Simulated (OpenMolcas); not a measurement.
# CH3BClFO (methoxychlorofluoroborane): a line through the functionals

CH3BClFO has 8 atoms, charge 0, and is taken as a singlet. SMILES: `COB(F)Cl`. The coordinates come from a PBE0-D4/def2-TZVP relaxation. This is one conformer, not always the lowest.

The vertical ionisation energy (to the doublet cation) y, in eV, basis cc-pVDZ; a is the functional's share of exact exchange. Programs: OpenMolcas 26.06.

| functional | program | a | y (eV) |
| --- | --- | --- | --- |
| BLYP | OpenMolcas | 0 | 10.78 |
| PBE | OpenMolcas | 0 | 10.95 |
| B3LYP | OpenMolcas | 0.2 | ? |
| PBE0 | OpenMolcas | 0.25 | 11.47 |
| BHLYP | OpenMolcas | 0.5 | 11.73 |

Q: Fit y = c + s·a to the known rows and predict B3LYP.

A: 
1. Means of the 4 rows: a = 0.1875, y = 11.232.
2. Σ(Δa)² = 0.17188, Σ(Δa·Δy) = 0.30813, so the slope is 0.30813/0.17188 = 1.7927.
3. Intercept: 11.232 − (1.7927) × 0.1875 = 10.896. The largest residual of the fit is 0.13.
4. B3LYP: 10.896 + (1.7927) × 0.2 = 11.25 eV.

The run gave 11.38 eV, so the prediction is off by -0.13 eV, about the largest residual. The rows mix families of semi-local functionals, which the line can't see.

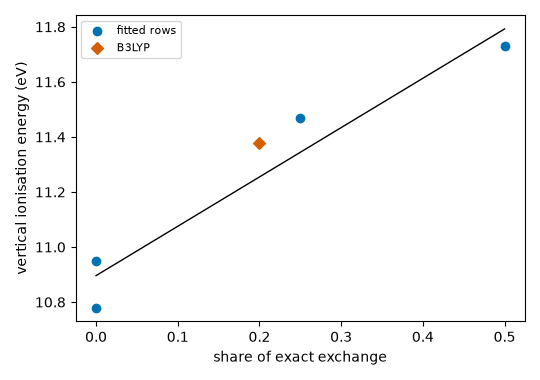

The fitted line, with the withheld row.
